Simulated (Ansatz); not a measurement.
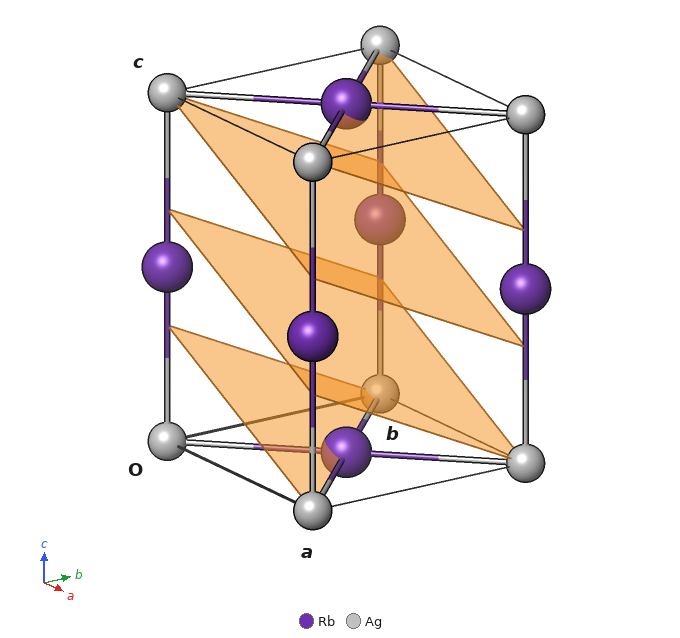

Every member of one family of equally spaced planes, hx + ky + lz = a whole number, that cuts the unit cell is shaded (one member passes through the origin O, touching the cell only at an edge or corner). Crystal: Rb2Ag, the geometry relaxed with DFT PBE, scalar-relativistic, plane waves, PAW in Ansatz 0.2.0; the starting structure was generated, so it need not be a known form of this composition. The drawing is computed from the coordinates (standard cell, symmetry found to 0.002 Å).

a = 5.108 Å, b = 5.108 Å, c = 7.307 Å, α = 90.00°, β = 90.00°, γ = 90.00°.

**Index the planes.**

(1 1 3); the opposite sign names the same planes. The member next to the origin meets the axes a at 1, b at 1, c at 1/3.

**What is the spacing?**

d = 2.019 Å.

**Which atoms of the cell lie in these planes (within 0.03 Å)?**

1 of the 2 Rb, the Ag atom.
